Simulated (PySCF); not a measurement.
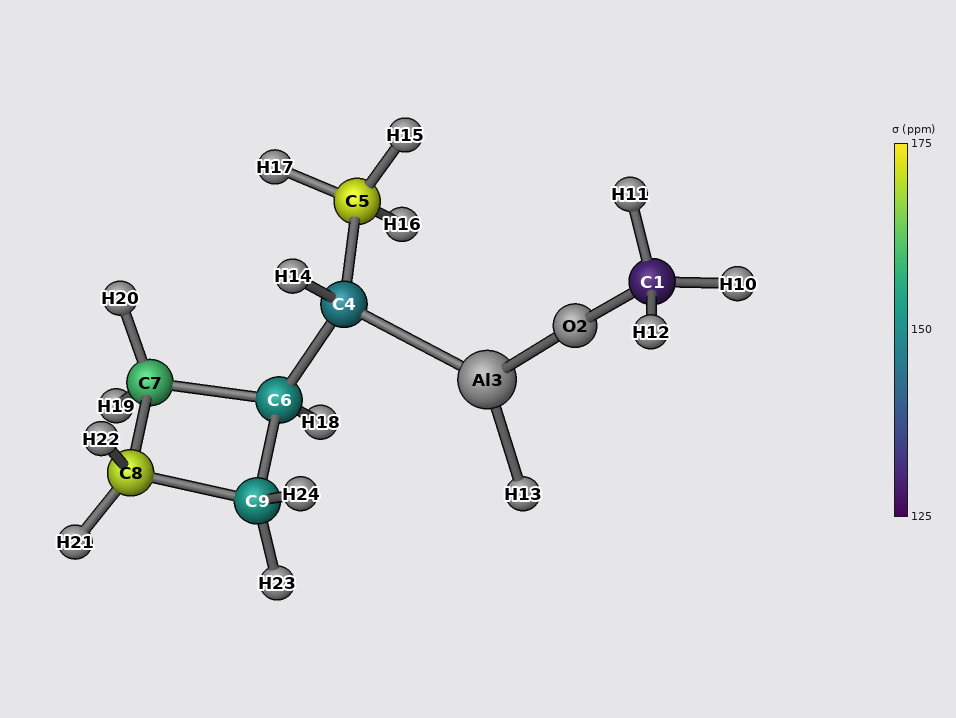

Atoms are coloured by their isotropic NMR shieldings (C only, the others grey). The geometry was computed by an optimisation with GFN2-xTB. No frequency run is at hand to confirm it as a minimum. Level of theory: GIAO PBE0/pcSseg-1 NMR shielding, non-relativistic, gas phase (PySCF 2.14.0).

Which C atom is the most shielded (lowest chemical shift)?

Answer. C5 (171.2 ppm).

Which C atom is the least shielded (highest chemical shift)?

Answer. C1 (130.0 ppm).

How wide is the range of C shifts?

Answer. 41.2 ppm.

Give the isotropic NMR shieldings of the C atoms atom by atom.

| atom | σ (ppm) |
| --- | --- |
| C1 | 130.0 |
| C4 | 147.4 |
| C5 | 171.2 |
| C6 | 151.0 |
| C7 | 160.2 |
| C8 | 169.9 |
| C9 | 151.7 |

The geometry is semi-empirical. Around Al such bond lengths and angles can be off by a tenth of an ångström or more and by several degrees, and values that hang on the shape move with them.
